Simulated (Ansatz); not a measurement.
**C2H5NOSi: basis-set convergence**

How large a basis does C2H5NOSi need? Two functionals are run in growing sets.

Program: Ansatz 0.2.0, Gaussian basis. Level of theory: one geometry, several basis sets. These are calculated values, not measurements.

Levels to be run: PBE0-D4/def2-SVP; ωB97M-V/def2-SVP; PBE0-D4/def2-QZVPP; ωB97M-V/def2-QZVPP; the functionals' def2-TZVPP values are taken from earlier runs.

### Step 1. The relaxed structure

All runs share one geometry, relaxed beforehand with PBE0-D4 in a triple-zeta def2 set.

SMILES `OC1N=C1[SiH3]`, 10 atoms, charge 0, spin multiplicity 1.

Atoms are counted from 1 here; the program's logs count them from 0.

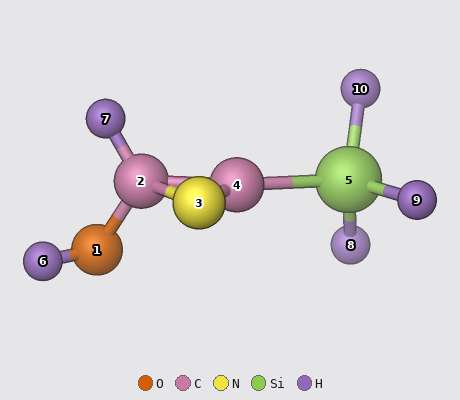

The geometry (oxygen orange, carbon pink, nitrogen yellow, silicon green, hydrogen purple); atoms are numbered from 1 in the order of the file.

### Step 2. PBE0-D4 in def2-SVP

File in.yaml:

```yaml
crystal:
  periodic: [false, false, false]
  atoms:
    - {symbol: O, position_ang: [-1.777925, 1.291699, 0.179645]}
    - {symbol: C, position_ang: [-0.577901, 0.968632, 0.782901]}
    - {symbol: N, position_ang: [-0.454057, -0.358026, 1.429915]}
    - {symbol: C, position_ang: [0.126353, -0.200031, 0.316238]}
    - {symbol: Si, position_ang: [1.113272, -1.133373, -0.957822]}
    - {symbol: H, position_ang: [-2.376834, 1.638845, 0.847949]}
    - {symbol: H, position_ang: [-0.058418, 1.799859, 1.255423]}
    - {symbol: H, position_ang: [0.345279, -1.121121, -2.225070]}
    - {symbol: H, position_ang: [1.343284, -2.518950, -0.485548]}
    - {symbol: H, position_ang: [2.400047, -0.418633, -1.140834]}
basis:
  gaussian: {orbitals: def2-SVP}
hamiltonian: {xc: pbe0, dispersion: d4}
output: {orbitals: {seedname: orbitals}}
```

Launch:

```bash
ansatz run in.yaml --threads 4 --pin off --events-out ev --progress --plain --max-ram 10444MiB
```

After this run come: ωB97M-V in def2-SVP; PBE0-D4 in def2-QZVPP; ωB97M-V in def2-QZVPP.

**Question.** What will the summary of the whole plan be? Wanted: PBE0-D4: double and triple zeta above quadruple; ωB97M-V: double and triple zeta above quadruple.

As calculated:

| quantity | value |
| --- | --- |
| PBE0-D4: double and triple zeta above quadruple | 9.90, 0.58 eV |
| ωB97M-V: double and triple zeta above quadruple | 10.10, 0.54 eV |

What this shows: PBE0-D4 gains 9.32 eV from double to triple zeta, then 0.58 eV more. Total energies overstate the basis error of differences, where much of it tends to cancel.
